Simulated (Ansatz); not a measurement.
## Electronic structure of CH₇NOSi₂ (SMILES N[SiH2]C1O[SiH2]1) in real space

Input file:

```
crystal:
  periodic: [false, false, false]
  atoms:
    - {symbol: N, position_ang: [-0.572864, -0.131134, 2.318411]}
    - {symbol: Si, position_ang: [-0.808967, -0.458766, 0.649752]}
    - {symbol: C, position_ang: [0.069794, 0.651163, -0.568097]}
    - {symbol: O, position_ang: [1.565076, 0.513340, -0.527317]}
    - {symbol: Si, position_ang: [0.980781, 0.012858, -1.996640]}
    - {symbol: H, position_ang: [0.341814, -0.261023, 2.721268]}
    - {symbol: H, position_ang: [-1.044148, 0.648532, 2.748200]}
    - {symbol: H, position_ang: [-2.265980, -0.338892, 0.372418]}
    - {symbol: H, position_ang: [-0.315540, -1.836439, 0.388343]}
    - {symbol: H, position_ang: [-0.227033, 1.701637, -0.611763]}
    - {symbol: H, position_ang: [1.063278, -1.430875, -2.302647]}
    - {symbol: H, position_ang: [1.290990, 0.874300, -3.158028]}
basis:
  gaussian: {orbitals: def2-TZVPP}
hamiltonian: {xc: pbe0, dispersion: d4}
output: {orbitals: {seedname: orbitals}}
```

Launched as:

```sh
ansatz run in.yaml --threads 4 --pin off --events-out ev --progress --plain --max-ram 10444MiB
```

Geometry: PBE0-D4/def2-TZVP.

Level of theory: Ansatz 0.2.0, RKS PBE0-D4/def2-TZVPP.

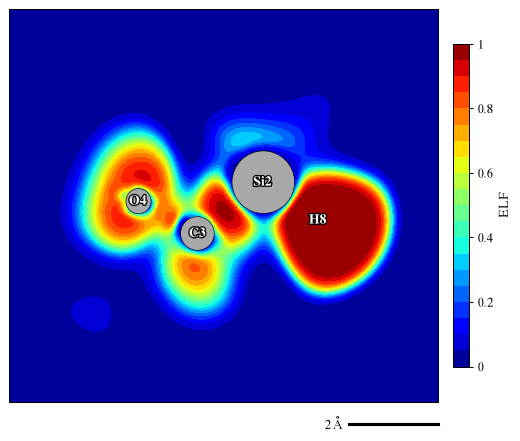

Figure 1. ELF on the plane of atoms Si2, C3 and O4. Grey discs cover the atomic cores.

> What do the fields say about this system?

The section cuts through Si, C, O and H sites.
C–O (1.50 Å): the ELF peaks at about 0.80 between the atoms (a polar covalent bond).
C–Si (1.87 Å): the ELF peaks at about 0.95 between the atoms (localised, covalent bonding).
The ELF also peaks beside O4, away from the bonds: lone-pair regions.

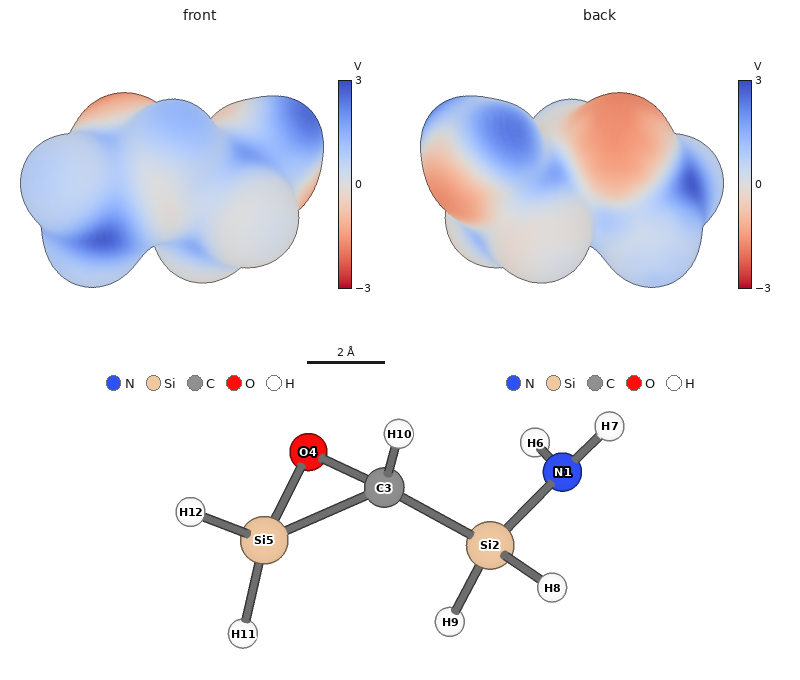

Figure 2. The molecular electrostatic potential painted on the density surface at 0.004 e/bohr³, seen from the front and from behind; the colour scale runs from red (negative) to blue (positive). The bare structure is drawn below in the same view.

> Which sites attract a positive test charge, and which a negative one?

A positive charge is drawn to the negative regions and a negative charge to the positive ones. The most negative region (about −1.7 V, or −39 kcal/mol for a unit charge) lies over O4, the most positive (about +2.6 V, or +60 kcal/mol for a unit charge) over Si5. O4 is the likeliest acceptor of a hydrogen bond.

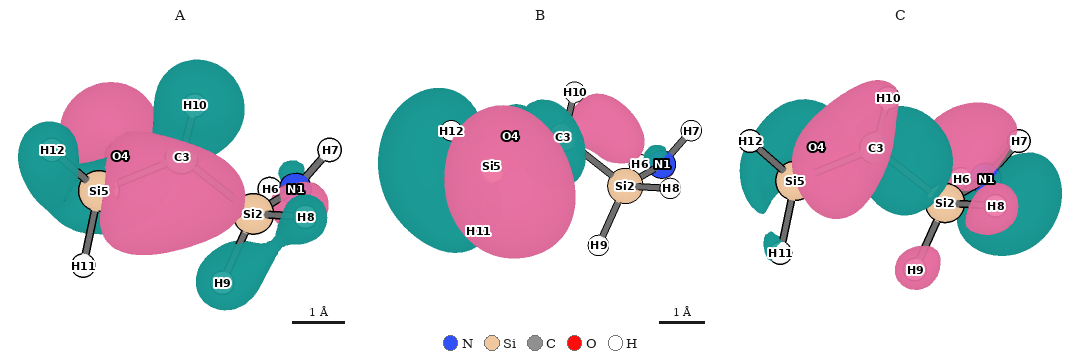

Figure 3. Three frontier orbitals at ±0.08 Å⁻³ᐟ² (teal and pink are the two phases), in no order.

> Order the three orbitals by energy and name them.

A is the HOMO−1 (−7.85 eV). Its weight (Hirshfeld) is mainly on O4 (about 35 %), C3 (about 25 %), Si5 (about 20 %) and H10 (about 5 %). C is the HOMO (−7.04 eV). Its weight (Hirshfeld) is mainly on N1 (about 35 %), C3 (about 20 %), O4 (about 15 %), Si5 (about 10 %) and Si2 (about 10 %). B is the LUMO (−0.55 eV). Its weight (Hirshfeld) is mainly on Si5 (about 65 %), C3 (about 10 %), O4 (about 10 %), H11 (about 5 %) and H12 (about 5 %).

> What is the HOMO–LUMO gap?

6.49 eV between the orbital energies.
